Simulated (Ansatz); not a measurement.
## Electronic structure of BF₂Si₂ (SMILES FB(F)[Si]#[Si]) (doublet) in real space

```xyz
5

B    -0.7348    2.4268   -1.5118
F    -1.5990    1.5831   -2.0486
F    -1.1368    3.6631   -1.2740
Si    1.1310    1.8479   -1.0707
Si    3.1323    1.2183   -0.5736
```

Geometry: r2SCAN-D4/def2-SVP.

The calculation used isolated molecule in a Gaussian basis; Kohn-Sham density functional theory, functional PBE0 in Ansatz 0.2.0.

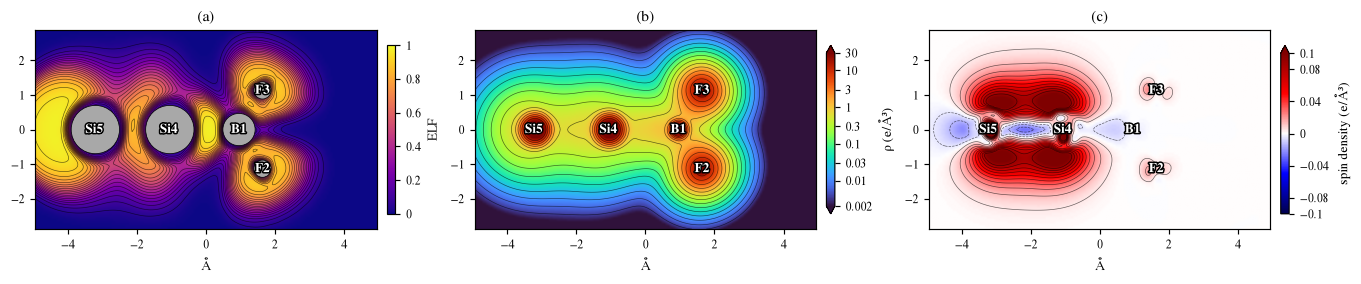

Figure 1. (a) electron localisation function; (b) total electron density; (c) spin density (α minus β) on the molecular plane. Grey discs cover the atomic cores in the ELF map.

Describe what can be read from this map.

Answer. Atoms in the plane: B, F and Si.
B–F (1.32 Å): ρ at the midpoint is about 2.2 e/Å³; the ELF peaks at about 0.85 between the atoms (a shared but strongly polarised pair).
Si–B (2.00 Å): the density is about 0.79 e/Å³ at the midpoint; the ELF peaks at about 1 between the atoms; localised, covalent bonding.
Si–Si (2.16 Å): ρ at the midpoint is about 0.66 e/Å³; the ELF peaks at about 0.85 between the atoms; a shared electron pair.
The ELF also peaks beside F2, Si5 and F3, away from the bonds: non-bonding electrons, paired or unpaired.
The unpaired spin (1 electron) lies mostly on Si4 (about 0.5) and Si5 (about 0.5), in electrons by Hirshfeld's partition.

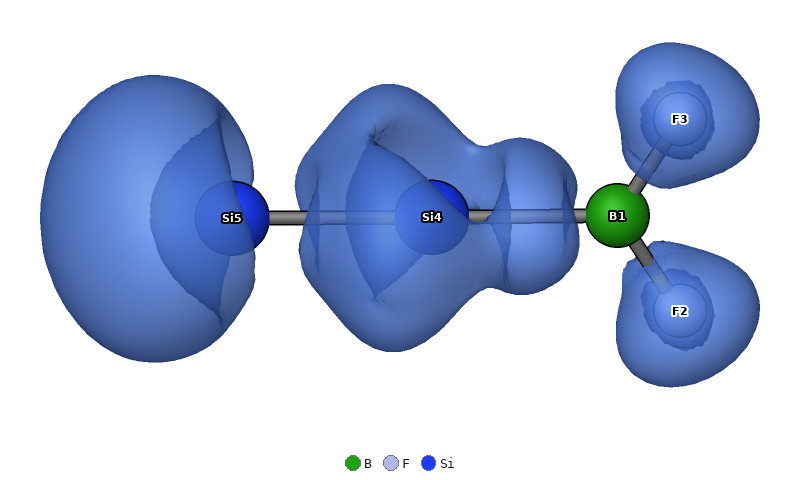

Figure 2. Isosurface of the electron localisation function at 0.75 (blue), seen at a tilt. Only the valence region is drawn (cores and ρ < 0.01 e/Å³ removed).

What do the ELF domains correspond to?

Answer. At this value the surface marks out two regions on F in which the atom's valence shell and bonds are merged, one region on Si in which the atom's valence shell and bonds are merged and one lobe on Si, pointing away from the bonds (non-bonding electrons).

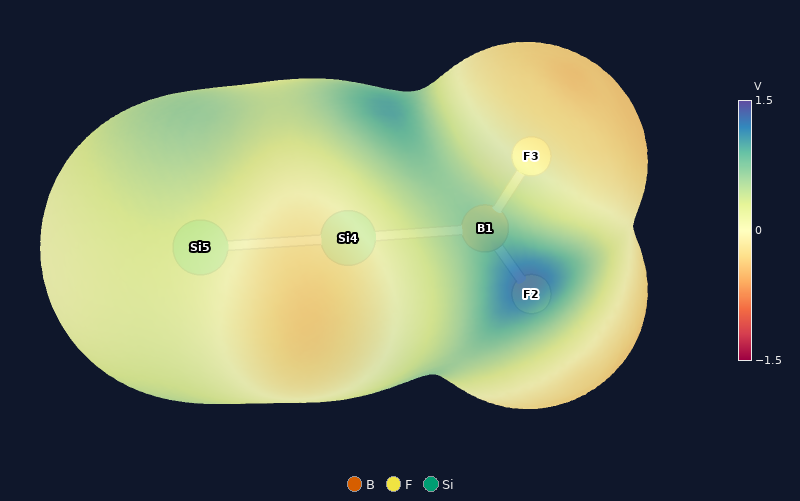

Figure 3. The molecular electrostatic potential painted on the density surface at 0.001 e/bohr³, seen at a tilt; the colour scale runs from red (negative) to blue (positive).

Which sites attract a positive test charge, and which a negative one?

Answer. A positive charge is drawn to the negative regions and a negative charge to the positive ones. The most negative region (about −0.4 V) lies over F2, F3, Si4 and Si5, the most positive (about +1.2 V) over B1.
